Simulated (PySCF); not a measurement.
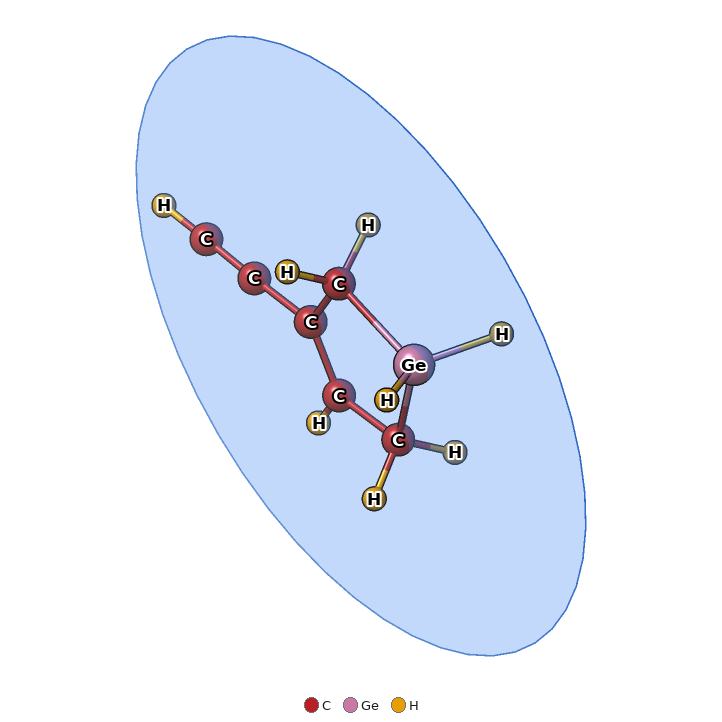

All proper rotation axes (lines) and mirror planes (discs) of the structure are drawn in. Distant atoms are faded towards the background colour. The geometry was computed by an optimisation with PBE0-D3(BJ)/def2-SVP. No frequency run is at hand to confirm it as a minimum.

**Name the symmetry elements and the point group.**

It has 1 mirror plane. Point group Cs. The group has 2 operations. The geometry is achiral, and symmetry allows a dipole moment.
